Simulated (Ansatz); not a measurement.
Cost and result by functional for the surface energy of the (11-23) surface of hcp Re in its 1x1 cell, outermost plane spacing 0.51 Å in the ideal cut, in Ansatz (plane waves, PAW). Single points on the PBE structure, on one kind of machine; costs are rough ratios of the slab run's core time (references not counted) to the cheapest single point. r2SCAN's cost holds its higher cutoff (500 against 420 eV). Differences are taken against r2SCAN for comparison alone: no measured value is at hand, so the table doesn't rank accuracy.

Slab: 21 atoms, 10.2 Å thick at the start (thin: gaps and levels are the slab's own); k 9x6x1, smearing 0.1 eV, dipole-corrected; all atoms relaxed; no symmetry held; no spin, no spin-orbit, no U. These notes are the PBE run's.

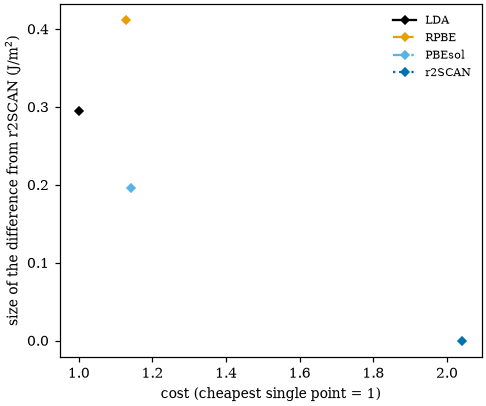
Difference from r2SCAN against cost

| functional | relative cost | surface energy (J/m²) | less r2SCAN (J/m²) |
|---|---|---|---|
| LDA | 1 | 4.03 | 0.29 |
| RPBE | 1 | 3.33 | -0.41 |
| PBEsol | 1 | 3.93 | 0.20 |
| r2SCAN | 2 | 3.74 | 0.00 |
| PBE (the relaxed run's value) | – | 3.53 | -0.20 |

The values span 0.71 J/m², while the single points' costs differ by a factor of roughly 2. Differences are of unrounded values.

Ansatz is a first-principles code.
